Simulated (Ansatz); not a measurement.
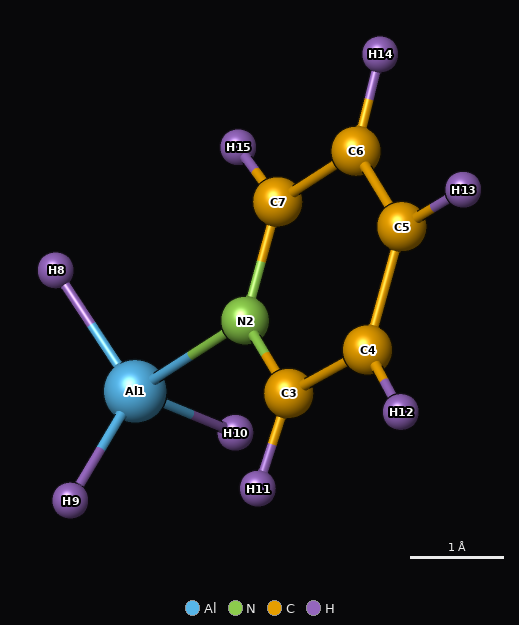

**Figure 1.** The input geometry (ball-and-stick view, seen at a tilt; atoms are numbered from 1 in the order of the input). Sticks mark near contacts.

# Single-point calculation, with input and output: C₅H₈AlN

The run: single-point calculation of C₅H₈AlN, SMILES [AlH3-][n+]1ccccc1. Method and program: RKS PBE0-D4/def2-TZVPP (Ansatz 0.2.0).

The geometry comes from this level: PBE0-D4/def2-TZVP.

## Input file
```yaml
crystal:
  periodic: [false, false, false]
  atoms:
    - {symbol: Al, position_ang: [-0.718504, 0.398420, 2.455990]}
    - {symbol: N, position_ang: [-0.135525, 0.107813, 0.531843]}
    - {symbol: C, position_ang: [0.883502, -0.706418, 0.251786]}
    - {symbol: C, position_ang: [1.277756, -0.970368, -1.045326]}
    - {symbol: C, position_ang: [0.591856, -0.365071, -2.085785]}
    - {symbol: C, position_ang: [-0.463457, 0.483081, -1.791716]}
    - {symbol: C, position_ang: [-0.795426, 0.695027, -0.467955]}
    - {symbol: H, position_ang: [-1.308255, 1.886404, 2.330076]}
    - {symbol: H, position_ang: [0.693322, 0.190511, 3.191778]}
    - {symbol: H, position_ang: [-1.794977, -0.776526, 2.642457]}
    - {symbol: H, position_ang: [1.386594, -1.141876, 1.107738]}
    - {symbol: H, position_ang: [2.110361, -1.636665, -1.229454]}
    - {symbol: H, position_ang: [0.878856, -0.549476, -3.114428]}
    - {symbol: H, position_ang: [-1.023917, 0.979595, -2.573024]}
    - {symbol: H, position_ang: [-1.604185, 1.354748, -0.174583]}
basis:
  gaussian: {orbitals: def2-TZVPP}
hamiltonian: {xc: pbe0, dispersion: d4}
output: {orbitals: {seedname: orbitals}}
```

Machine: 4 threads of Arm Neoverse V2, 23 GiB of memory available, shared host.

Launched with:
```bash
ansatz run in.yaml --threads 4 --pin off --events-out ev --progress --plain --max-ram 11315MiB
```

## The program's output
```
Functional definition: PBE0
  name "PBE0"
  cite "Adamo & Barone, J. Chem. Phys. 110, 6158 (1999) doi:10.1063/1.478522"
  cite "Perdew, Burke & Ernzerhof, Phys. Rev. Lett. 77, 3865 (1996) doi:10.1103/PhysRevLett.77.3865"
  parent pbe
  parameter a = 0.25
  parameter kappa = 0.804
  parameter beta = 0.06672455060314922
  exchange = (1 - a)*pbe_x(kappa = kappa, mu = beta*pi^2/3) + a*exact_x
  correlation = pbe_c(beta = beta)
1827 factors; their error is unknown
mean field evaluation 1: about -13386.9042 eV, gradient 5.3e1 eV
mean field evaluation 2: about -13386.0946 eV, gradient 5.7e1 eV
mean field evaluation 4: about -13393.5528 eV, gradient 4.6e0 eV
mean field evaluation 8: about -13393.6100 eV, gradient 6.2e-1 eV
mean field evaluation 16: about -13393.6106 eV, gradient 1.3e-4 eV
mean field -13393.61056346 eV, -492.2061096919 hartree, gradient 1.3e-5 eV, S^2 0.000000; 0 other end points of the search recorded, 0 dependent functions left out
reference -13393.61060448 eV, -492.2061111994 hartree; 29, 29 occupied and 311, 311 virtual orbitals, 1827 factors
Total energy: -13393.95655990 eV, -492.2188248263 hartree
```

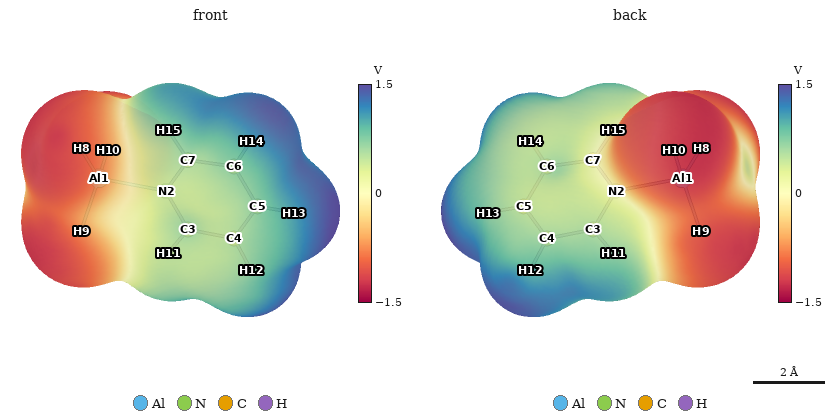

**Figure 2.** The electrostatic potential painted on the density surface at 0.001 e/bohr³, seen at a tilt and from behind; red is negative and blue positive.

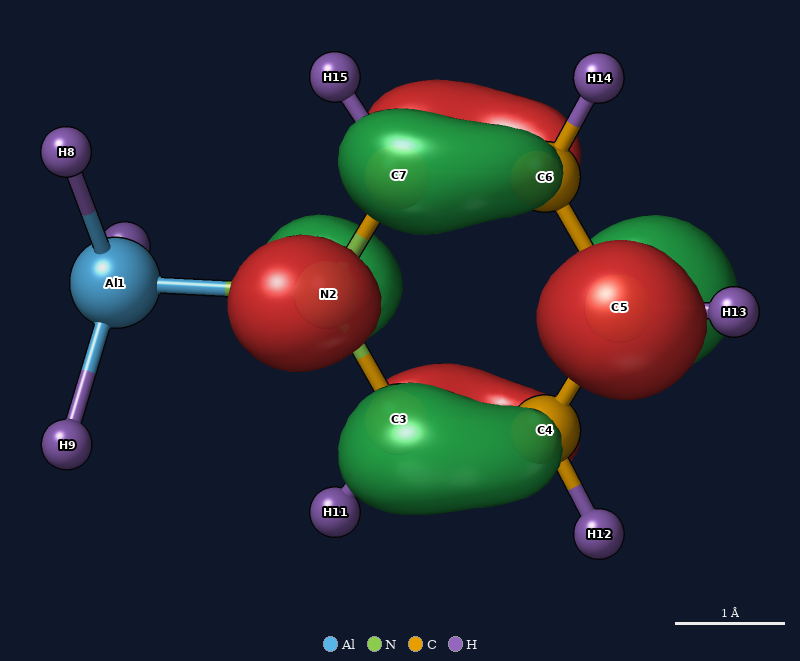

**Figure 3.** One frontier orbital at ±0.15 Å⁻³ᐟ² (green and red are the two phases), seen at a tilt. The LUMO, at −2.14 eV. By Hirshfeld shares it lies mainly on C5 (25 %), N2 (20 %), C3 (15 %), C7 (15 %) and C4 (10 %).

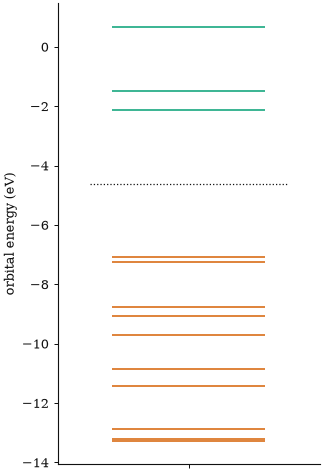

**Figure 4.** Orbital energies near the frontier; the dotted line parts filled from empty levels, and levels within 0.02 eV of each other stand side by side. Highest filled −7.08 eV, lowest empty −2.14 eV, 4.94 eV apart.

## Key numbers

| quantity | value |
| --- | --- |
| outcome | converged |
| total energy | −13393.9566 eV |
| mean-field energy | −13393.6106 eV |
| dispersion energy | −0.3460 eV |
| SCF solution under orbital rotations | stable |
| HOMO | −7.08 eV |
| LUMO | −2.14 eV |
| wall time | 5.5 s (CPU time 19 s) |
| peak memory | 1.1 GiB |
